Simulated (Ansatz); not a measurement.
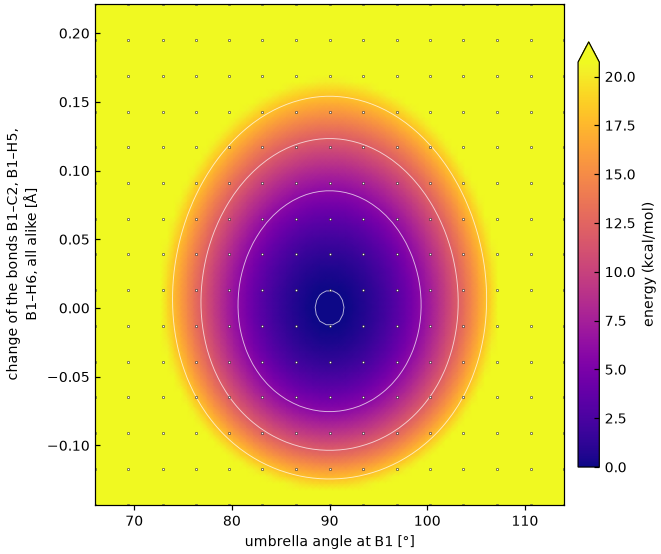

CH5BOSi, SMILES BC=[SiH]O. Coordinates scanned: (1) umbrella angle at B1 (between each of its bonds and their common axis; 90 is planar); (2) change of the bonds B1–C2, B1–H5, B1–H6, all alike. Nothing is relaxed (all other coordinates rigid). Grid: 15 × 15 points; 121 points were computed and 104 follow by symmetry. Points are written as (first, second). All energies are given in kcal/mol relative to the lowest grid point. Method: Ansatz, RHF/def2-TZVP.

The picture shows a smooth colour map with a few white contour lines, dots at the grid points, one colour for all values above the top of the scale. Between grid points the surface is interpolated.

Q: Estimate the position of the minimum and the force constants in these coordinates.

A: The interpolated minimum is at the first coordinate ≈ 90.0°, the second coordinate ≈ 0.000 Å. The curvatures there are about 20 eV/rad² and 83 eV/Å², with a cross term of about 0 eV/(rad·Å). Round the minimum the two coordinates are nearly uncoupled. (1 eV is 23.1 kcal/mol.)
